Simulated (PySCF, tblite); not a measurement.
# C6H5F2 radical: geometry, infrared bands and EPR parameters

What infrared bands and EPR parameters should C6H5F2 radical (`F[C]1C=CC=C(F)C1`) show?

The runs use tblite 0.8.0 and PySCF 2.14.0, with density-fitted response routines of our own; the level of theory stands in each step. All values are computed, except where a source is named. Atoms count from 0, in the outputs and in this text.

**1. The molecule as given**

13 atoms, charge 0, multiplicity 2; geometry from: force field or distance geometry start.

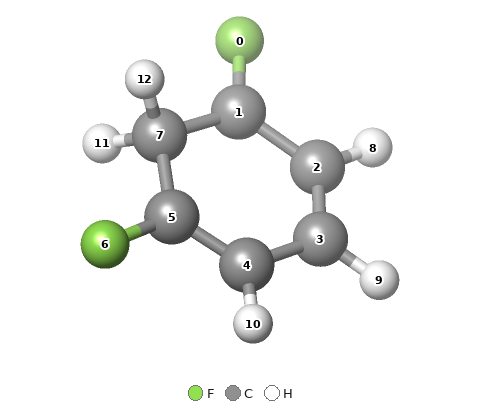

As it starts; fluorine green, carbon grey, hydrogen white, atoms numbered; sticks join atoms by distance.

**2. Relaxing the molecule with GFN2-xTB**

What the job is given:

```
{"job": {"kind": "relax", "xc": "GFN2-xTB", "basis": "xTB"}, "charge": 0, "multiplicity": 2}
F     -1.611200    -2.173100     0.219200
C     -0.796200    -1.107300     0.105200
C      0.632400    -1.342400     0.267500
C      1.497200    -0.318500     0.161500
C      1.054500     1.026100    -0.076400
C     -0.252500     1.311000    -0.236000
F     -0.603600     2.597200    -0.472700
C     -1.319900     0.268600    -0.145600
H      0.957500    -2.358000     0.455600
H      2.559900    -0.500800     0.287300
H      1.797900     1.811500    -0.153100
H     -2.028700     0.531400     0.650700
H     -1.891700     0.254800    -1.080900
```

The run is started by

```
$ OMP_NUM_THREADS=1 python probes_run.py task.json out
```

The driver reads the jobs from task.json and runs them one after another.

The log of the run:

```text
step      E/eV     max force
  0    -674.38748    4.142
  1    -674.63949    1.000
  2    -674.67098    0.627
  3    -674.69275    0.441
  4    -674.71158    0.394
  5    -674.71939    0.255
  6    -674.72381    0.230
  7    -674.72587    0.128
  8    -674.72705    0.080
  9    -674.72738    0.035
 10    -674.72745    0.021
 11    -674.72748    0.018
 12    -674.72752    0.017
 13    -674.72755    0.010
 14    -674.72756    0.006
```

Wall time 0.08 s (1 thread of Arm Neoverse V1, shared host).

Step by step:

| step | energy from step 0 (eV) | largest force (eV/Å) |
| --- | --- | --- |
| 0 | 0.0000 | 4.1422 |
| 1 | -0.2520 | 1.0000 |
| 2 | -0.2835 | 0.6274 |
| 3 | -0.3053 | 0.4410 |
| 4 | -0.3241 | 0.3939 |
| 5 | -0.3319 | 0.2550 |
| 6 | -0.3363 | 0.2302 |
| 7 | -0.3384 | 0.1276 |
| 8 | -0.3396 | 0.0796 |
| 9 | -0.3399 | 0.0353 |
| 10 | -0.3400 | 0.0213 |
| 11 | -0.3400 | 0.0176 |
| 12 | -0.3400 | 0.0171 |
| 13 | -0.3401 | 0.0105 |
| 14 | -0.3401 | 0.0058 |

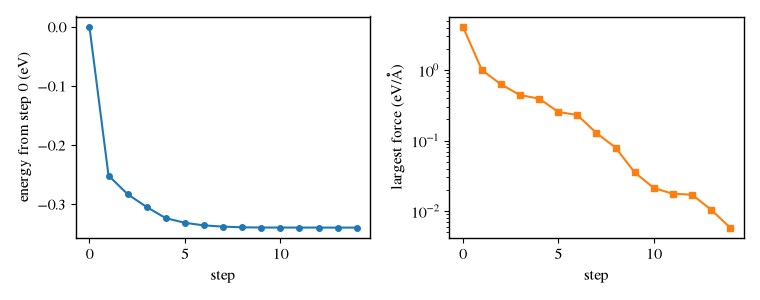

Energy and largest force along the relaxation.

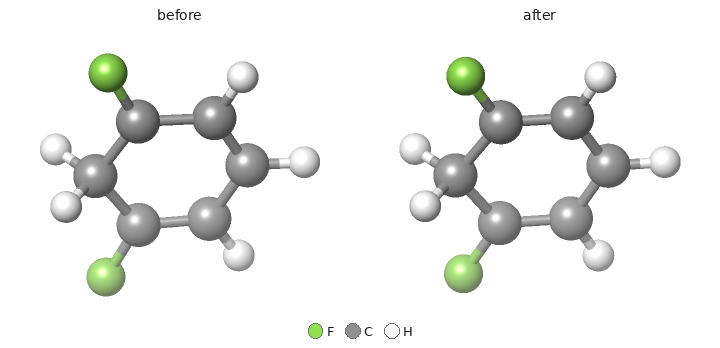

Before and after, at one scale.

Distances of close pairs at the start and the end, largest changes first:

| bond | before (Å) | after (Å) | change (Å) |
| --- | --- | --- | --- |
| C1–C2 | 1.457 | 1.354 | -0.103 |
| C2–C3 | 1.344 | 1.403 | +0.059 |
| C3–C4 | 1.435 | 1.404 | -0.032 |
| C3–H9 | 1.086 | 1.076 | -0.010 |
| C4–C5 | 1.347 | 1.354 | +0.007 |
| C5–C7 | 1.495 | 1.488 | -0.006 |
| C7–H12 | 1.096 | 1.102 | +0.006 |
| C4–H10 | 1.084 | 1.079 | -0.006 |

The next job starts from the end point, and lists it.

**3. Infrared spectrum with GFN2-xTB**

What the job is given:

```
{"job": {"kind": "ir", "xc": "GFN2-xTB", "basis": "xTB"}, "charge": 0, "multiplicity": 2}
F     -1.630508    -2.087914     0.202834
C     -0.728193    -1.086002     0.114589
C      0.593401    -1.340106     0.261526
C      1.527393    -0.296732     0.168628
C      1.088091     1.013185    -0.078440
C     -0.232451     1.272477    -0.225851
F     -0.659305     2.532057    -0.465093
C     -1.316678     0.256006    -0.146003
H      0.921064    -2.350323     0.449815
H      2.576806    -0.500792     0.286316
H      1.798302     1.821525    -0.153404
H     -2.036945     0.521497     0.645089
H     -1.905368     0.245608    -1.077734
```

The log of the run:

```text
mode    cm-1     km/mol
  1     104.5      7.13
  2     217.9      0.00
  3     300.1      7.50
  4     339.1      0.16
  5     420.5      9.65
  6     431.4      0.00
  7     439.6      3.14
  8     474.5      4.56
  9     486.9      2.04
 10     721.6     18.13
 11     730.5     30.44
 12     853.8     26.99
 13     887.9     13.80
 14     888.2     59.76
 15     923.6      0.31
 16     934.9      9.20
 17    1066.1      2.89
 18    1085.3      0.02
 19    1107.8    124.27
 20    1164.3     45.05
 21    1208.4     72.76
 22    1244.4      2.30
 23    1324.5     66.78
 24    1338.3      6.83
 25    1394.5     68.79
 26    1420.5     35.45
 27    1538.6     44.06
 28    1617.8     56.81
 29    2813.9      6.22
 30    2871.5     18.16
 31    3107.5      0.97
 32    3108.8     16.31
 33    3134.7     11.89
```

Wall time 0.32 s (1 thread of Arm Neoverse V1, shared host).

The strongest bands and the atoms that carry them (share of the mass-weighted mode):

| cm⁻¹ | km/mol | atoms |
| --- | --- | --- |
| 888 | 59.8 | C7 24 %, C2 12 %, C4 11 % |
| 1108 | 124.3 | C5 15 %, C1 15 %, H10 14 %, H8 14 % |
| 1164 | 45.0 | H9 51 % |
| 1208 | 72.8 | C1 33 %, C5 33 % |
| 1324 | 66.8 | C7 31 %, C3 18 %, C5 11 %, C1 11 % |
| 1394 | 68.8 | C3 33 %, C2 15 %, C4 15 % |
| 1539 | 44.1 | C5 26 %, C1 26 %, C4 15 %, C2 15 % |
| 1618 | 56.8 | C1 25 %, C5 25 %, C2 21 %, C4 21 % |

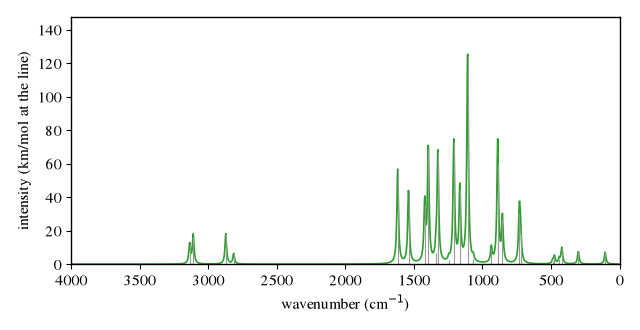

The infrared spectrum from these modes, unscaled. Lines are broadened to a width of 14 cm⁻¹ (Lorentzian).

**4. EPR parameters: B3LYP/pcH-1**

The job, as its differences from that of step 3:

```diff
@@ -1,2 +1,2 @@
-{"job": {"kind": "ir", "xc": "GFN2-xTB", "basis": "xTB"}, "charge": 0, "multiplicity": 2}
+{"job": {"kind": "epr", "basis": "pcH-1"}, "charge": 0, "multiplicity": 2}
 F     -1.630508    -2.087914     0.202834
```

Method: UKS B3LYP, pcH-1 on C F H, non-relativistic, mean-field spin-orbit, GIAO.

The log of the run:

```text
UKS, coarse grid
  cycle   1  E = -431.20046495  |g| = 5.03e-01
  cycle   2  E = -431.06285079  |g| = 7.87e-01
  cycle   3  E = -431.28988282  |g| = 1.04e-01
  cycle   4  E = -431.29495004  |g| = 4.78e-02
  cycle   5  E = -431.29612082  |g| = 1.76e-02
  cycle   6  E = -431.29630657  |g| = 6.97e-03
  cycle   7  E = -431.29638239  |g| = 2.41e-03
  cycle   8  E = -431.29639708  |g| = 1.41e-03
  cycle   9  E = -431.29639838  |g| = 2.30e-04
UKS, final grid
  cycle   1  E = -431.29639656  |g| = 2.49e-04
  cycle   2  E = -431.29639656  |g| = 3.38e-04
  cycle   3  E = -431.29639660  |g| = 4.60e-05
  cycle   4  E = -431.29639660  |g| = 4.04e-05
  cycle   5  E = -431.29639660  |g| = 1.12e-05
E = -431.29639660 Eh   <S^2> = 0.7850 (exact 0.7500)
g shifts (ppm)      1          2          3
  rmc          -183       -183       -183
  gc              8         41         44
  oz_so         -67       1708       2141
  total        -241       1565       2002
hyperfine (MHz)  atom isotope    a_iso     a_fc   dipolar eigenvalues
    0   19F      52.77      52.77   -102.25    -82.11    184.36
    1   13C      42.61      42.61    -36.05    -34.84     70.89
    2   13C     -37.36     -37.36    -23.62     10.34     13.28
    3   13C      48.59      48.59    -44.91    -42.30     87.21
    4   13C     -37.36     -37.36    -23.62     10.34     13.28
    5   13C      42.60      42.60    -36.03    -34.82     70.85
    6   19F      52.73      52.73   -102.16    -82.02    184.17
    7   13C     -35.40     -35.40     -0.18      0.05      0.13
    8    1H       9.79       9.79     -4.01     -0.94      4.96
    9    1H     -37.57     -37.57    -21.91      0.02     21.89
   10    1H       9.78       9.78     -4.01     -0.94      4.96
   11    1H     146.09     146.09     -3.44     -0.26      3.70
   12    1H     144.82     144.82     -3.45     -0.26      3.71
```

Wall time 52 s (1 thread of Arm Neoverse V1, shared host); peak memory 0.92 GiB.

Principal g values 2.00208, 2.00388, 2.00432; g(iso) = 2.00343, against 2.00232 for a free electron.

Hyperfine couplings; where a row names several nuclei, a(iso) is their mean (it holds for fast rotation or exchange) and the dipolar term the largest among them:

| nuclei | isotope | a(iso) (MHz) | a(iso) (G, at g = 2.0023) | largest dipolar term (MHz) |
| --- | --- | --- | --- | --- |
| H11, H12 | 1H | 145.5 | 51.9 | 3.7 |
| F0, F6 | 19F | 52.8 | 18.8 | 184.4 |
| C3 | 13C | 48.6 | 17.3 | 87.2 |
| C1, C5 | 13C | 42.6 | 15.2 | 70.9 |
| H9 | 1H | -37.6 | -13.4 | -21.9 |
| C2, C4 | 13C | -37.4 | -13.3 | -23.6 |
| C7 | 13C | -35.4 | -12.6 | -0.2 |
| H8, H10 | 1H | 9.8 | 3.5 | 5.0 |

Mulliken spin populations:

F0 0.02; C1 0.38; C2 -0.20; C3 0.56; C4 -0.20; C5 0.38; F6 0.02; C7 -0.08; H8 0.01; H9 -0.03; H10 0.01; H11 0.07; H12 0.07

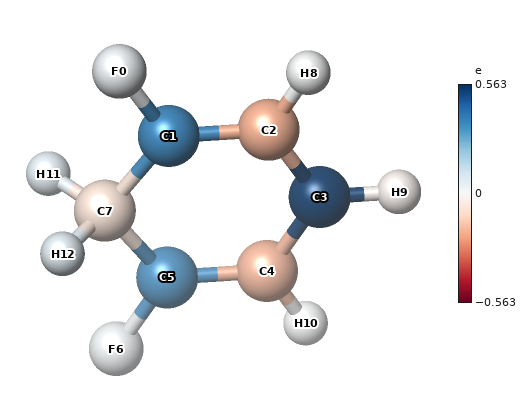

Mulliken spin populations, as colours on the atoms.

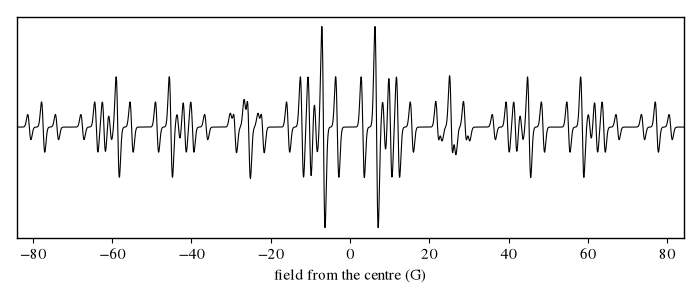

First-order isotropic spectrum (first derivative, main isotopes with spin only, couplings over 0.8 MHz, Gaussian width 0.4 G; couplings of the frozen geometry, rotation of groups not averaged beyond the rows shown).

The fields below are evaluated on a grid from the run's orbitals.

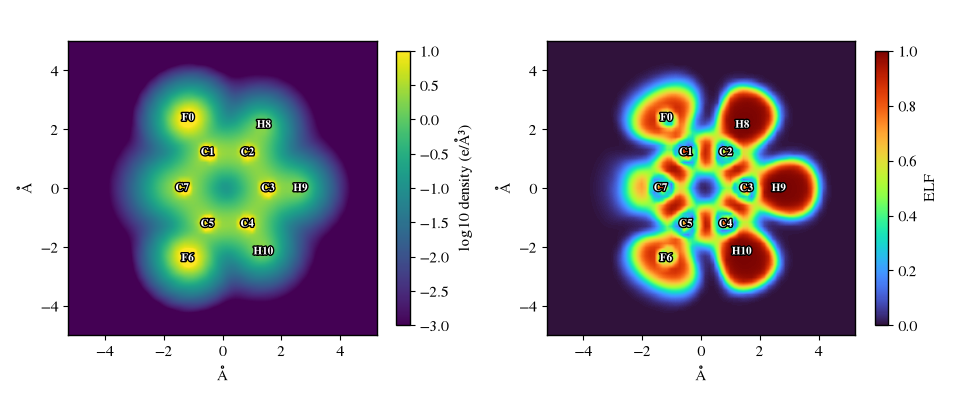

Density (left) and ELF (right) in a plane through or near 11 of the atoms.

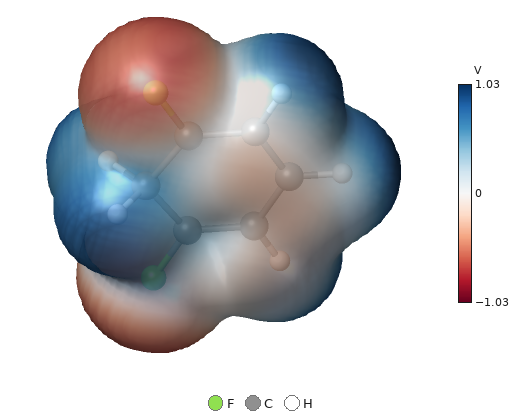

The potential that a unit positive charge feels on the 0.002 e/bohr³ surface, from -0.67 V near F6 to 1.03 V near H9.

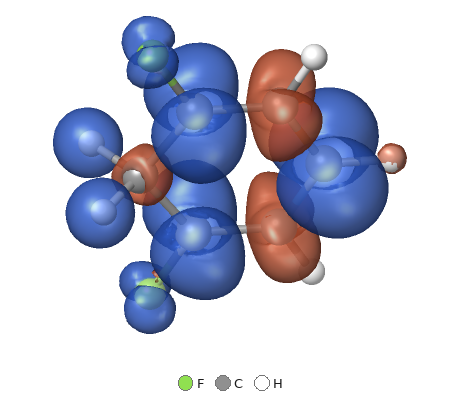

Spin density at ±0.02 e/Å³ (alpha excess blue, beta excess red).

**5. Outcome**

| quantity | value |
| --- | --- |
| strongest single infrared mode (GFN2-xTB) | 1108 cm⁻¹, 124 km/mol |
| zero-point energy (GFN2-xTB) | 56.8 kcal/mol |
| g(iso) (B3LYP) | 2.00343 |
| ⟨S²⟩ | 0.785 (exact 0.75) |
| largest a(iso) (averaged by class) | 1H on H11, H12, 145.5 MHz |
| potential on the surface of density 0.002 e/bohr³, 1st and 99th percentile | -0.67 V and 1.03 V |

In words: The optimisation took 14 steps and gained 0.340 eV; among the close pairs (by a distance rule), C1–C2 changed most, from 1.457 to 1.354 Å. All 33 modes are real, so the xTB geometry is a minimum. The strongest single mode, at 1108 cm⁻¹, has its largest shares on C5, C1, H10 and H8 (the list is cut at 4 atoms). Unscaled tight-binding wavenumbers are off by several per cent, some by more. Its intensities can rank the bands wrongly. The largest share of the spin, 0.56 e, sits on C3. The isotropic g lies 1.1 ppt above the free-electron value. The conformer search found further structures of the same energy, which may be mirror or relabelled copies of this one.
